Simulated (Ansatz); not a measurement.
System: B₂F₄H₄N₂.

Input file:

```
basis:
  gaussian: {orbitals: def2-SVPD}
crystal:
  periodic: [false, false, false]
  atoms:
    - {symbol: B, position_ang: [0.748815, -0.586496, 0.581415]}
    - {symbol: B, position_ang: [-0.734597, 0.576400, -0.578461]}
    - {symbol: F, position_ang: [0.728849, -0.634986, 1.942344]}
    - {symbol: F, position_ang: [1.737276, -1.296846, -0.029458]}
    - {symbol: F, position_ang: [-1.726862, 1.290095, 0.022327]}
    - {symbol: F, position_ang: [-0.705579, 0.618137, -1.939420]}
    - {symbol: N, position_ang: [0.694881, 0.918325, 0.047623]}
    - {symbol: "N", position_ang: [-0.683901, -0.926295, -0.038394]}
    - {symbol: H, position_ang: [0.677146, 1.626187, 0.779898]}
    - {symbol: H, position_ang: [1.412406, 1.150665, -0.637027]}
    - {symbol: H, position_ang: [-1.399630, -1.152434, 0.650226]}
    - {symbol: H, position_ang: [-0.671802, -1.637851, -0.767172]}
hamiltonian: {xc: pbe0}
output: {forces: true, orbitals: {seedname: orbitals}}
```

Run with:

```sh
ansatz run input.yaml --threads 2 --pin off --max-ram 6090MiB --events-out events.jsonl --progress --plain --runs-dir runs
```

Geometry: PBE0-D4/def2-SVP.

All numbers below come from Ansatz 0.2.0, isolated molecule in a Gaussian basis; Kohn-Sham density functional theory, functional PBE0.

Question: What will maps of the electron density and electron localisation function show?

Answer: B–F (1.36 Å): ρ at the midpoint is about 2 e/Å³; the ELF peaks at about 0.85 between the atoms: a shared but strongly polarised pair.

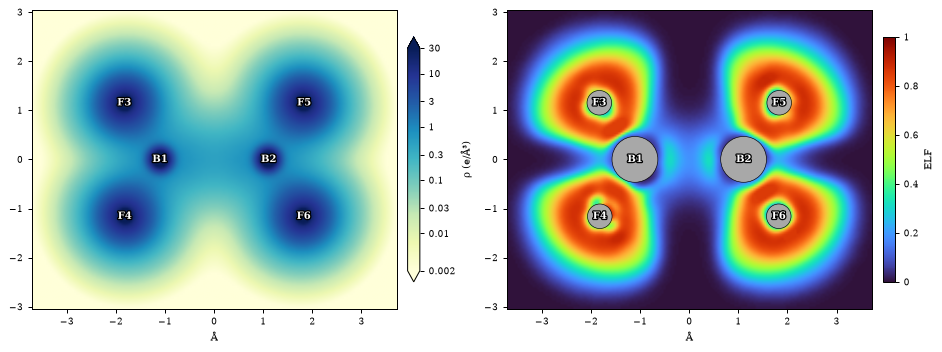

Computed electron density and electron localisation function on the plane of atoms F3, B1 and F4, in this order. Grey discs cover the atomic cores in the ELF map. 
